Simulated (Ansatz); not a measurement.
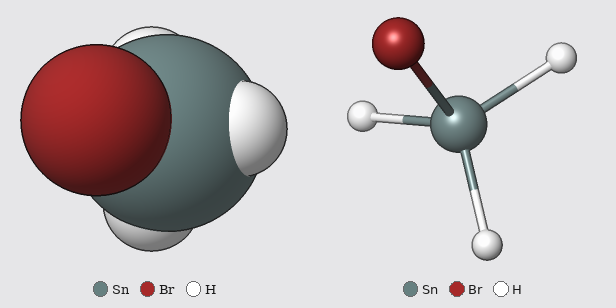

Two views of one molecule.

What does the picture show?

The molecule is BrH3Sn. Coordination: 1 Sn tetrahedral.

More results for the same structure follow; atom numbers are the same in all pictures, views and colours differ. The computed structure is the end point of a PBE0-D4/def2-TZVP optimisation.

**Shape**

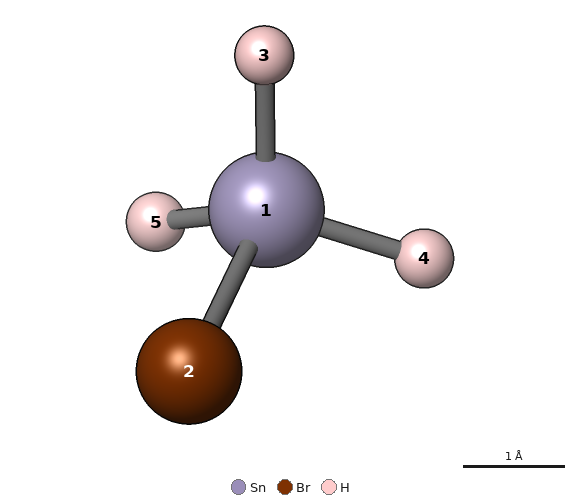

Atoms carry their numbers in the input.

Give the bond lengths.

```csv
bond,length (Å)
Sn1–Br2,2.483
Sn1–H3,1.700
Sn1–H4,1.700
Sn1–H5,1.700
```

**Electronic properties**

Level of theory: RKS PBE0-D4/def2-TZVP, core potentials on Sn (Ansatz 0.2.0).

What does the calculation give?

- dipole moment: 2.34 D
- harmonic zero-point energy: 55.2 kJ/mol

**Vibrations**

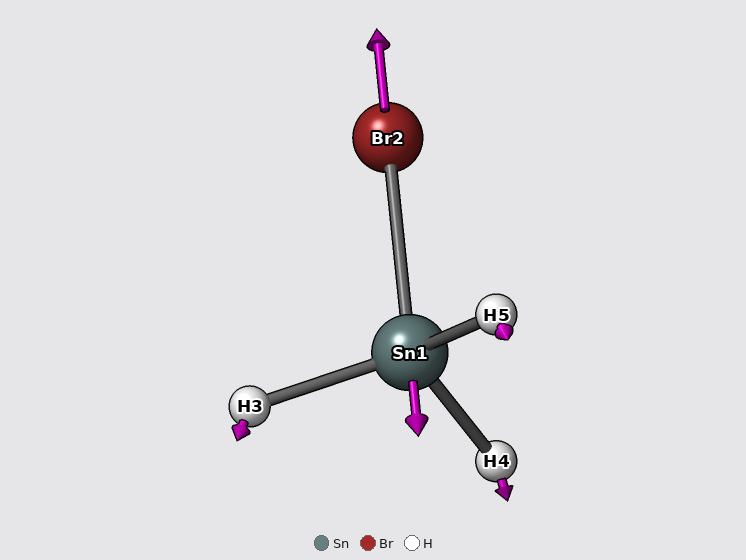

The arrows show one normal mode. Harmonic vibrations computed with RKS PBE0-D4/def2-TZVP, core potentials on Sn (Ansatz 0.2.0) at a stationary point of the same level.

**Describe the motion.**

Mostly Sn–Br stretching.

**At what wavenumber does it lie?**

258 cm⁻¹; it is mode 1 of 9 counted from the lowest.

**Charges**

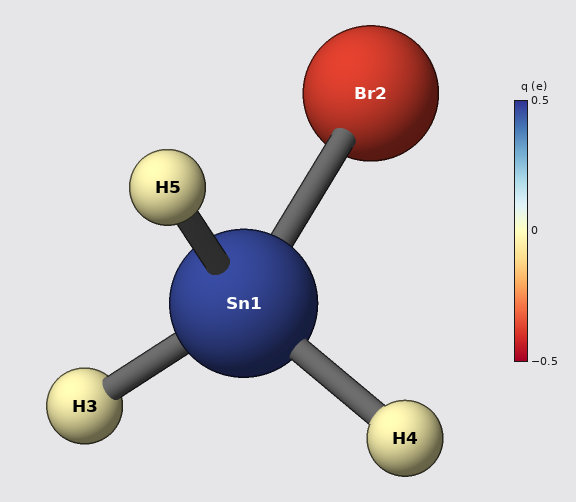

Atoms are coloured by their Mulliken charges. Level of theory: RKS PBE0-D4/def2-TZVP, core potentials on Sn (Ansatz 0.2.0).

List the Mulliken charges.

```json
{"atom": "Sn1", "value (e)": "0.47"}
{"atom": "Br2", "value (e)": "−0.37"}
{"atom": "H3", "value (e)": "−0.03"}
{"atom": "H4", "value (e)": "−0.03"}
{"atom": "H5", "value (e)": "−0.03"}
```

**Thermal motion**

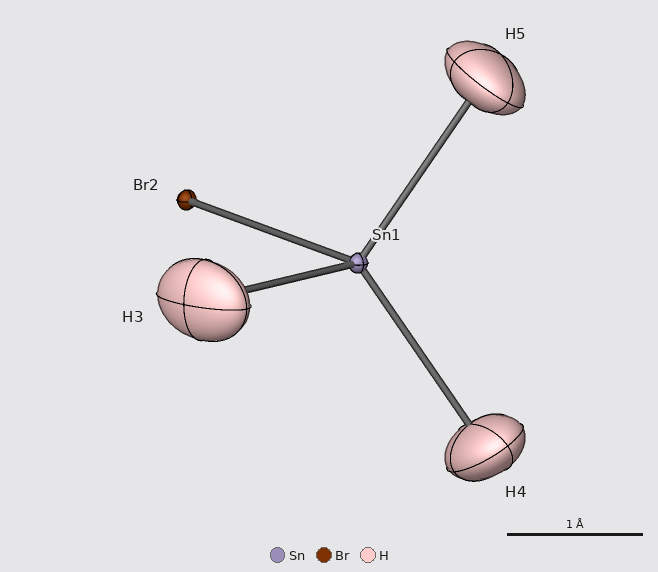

Displacement ellipsoids at the 50 % level, enlarged 1.5 times, from the internal vibrations of the free molecule (harmonic, no overall translation or rotation; no half-axis is drawn under 0.075 Å). Vibrations computed with RKS PBE0-D4/def2-TZVP, core potentials on Sn (Ansatz 0.2.0). Temperature: 298 K.

**Which atom has the largest mean-square displacement?**

H3, H4, H5, with U_eq = 0.0206 Å².

**Does H3 move more along its bond or across it?**

Across it: the root-mean-square amplitude is 0.092 Å along the bond and up to 0.189 Å across, since bending and torsion are softer than stretching.

Give the displacement parameters, one line for each set of equivalent atoms.

| atom | U_eq (Å²) | rms amplitudes (Å) |
| --- | --- | --- |
| Sn1 | 0.00014 | 0.003, 0.003, 0.020 |
| Br2 | 0.00030 | 0.002, 0.002, 0.030 |
| H3, H4, H5 | 0.0206 | 0.092, 0.132, 0.189 |

Mulliken values depend strongly on the basis set and can even reverse the polarity of a bond.
